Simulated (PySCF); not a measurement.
C2F6O2P, charge −1, SMILES `O=P([O-])(C(F)(F)F)C(F)(F)F`.

PySCF calculation, M06-2X/6-311G**, gas phase; geometry: GFN2-xTB. No frequency check shows the geometry to be a minimum. GFN2-xTB bond lengths at metals and heavier atoms can be off by up to 0.1 Å and shapes distorted, which carries into these values. The basis has no diffuse functions, which an anion needs.

Geometry (Å), atoms numbered from 1:

```
O1       0.0002    1.6191   -1.3002
P2      -0.0001    0.9317    0.0001
O3      -0.0004    1.6192    1.2999
C4      -1.4168   -0.3465   -0.0004
F5      -1.4625   -1.1583   -1.0704
F6      -1.4630   -1.1579    1.0699
F7      -2.5796    0.3313    0.0001
C8       1.4168   -0.3463    0.0003
F9       1.4626   -1.1580    1.0703
F10      1.4632   -1.1584   -1.0693
F11      2.5796    0.3317   -0.0003
```

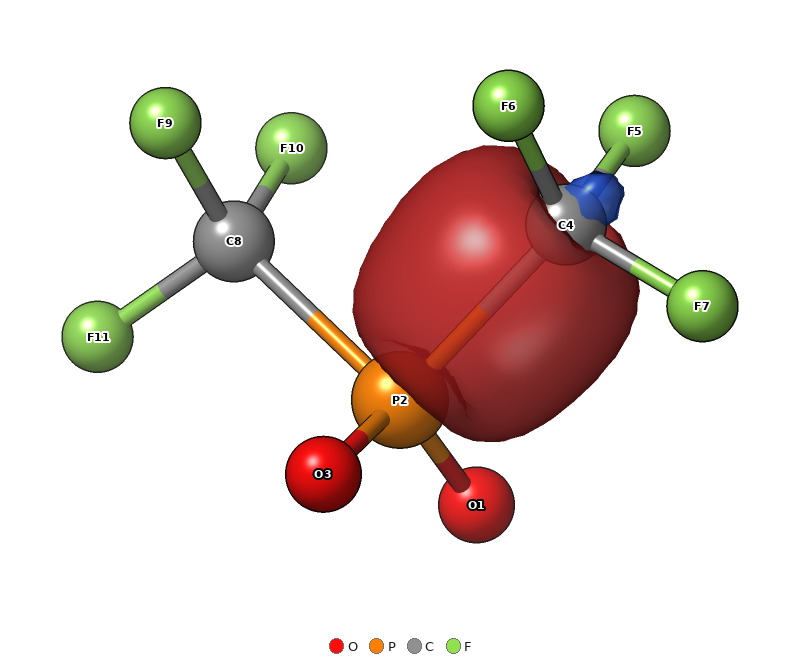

Intrinsic bond orbitals (IBO), occupied; each surface holds about 85 % of the orbital's density. Energies are diagonal elements of the Fock matrix.

What does this orbital represent?

Answer. σ bond C4–P2 (C4 67 %, P2 32 %; −13.7 eV).
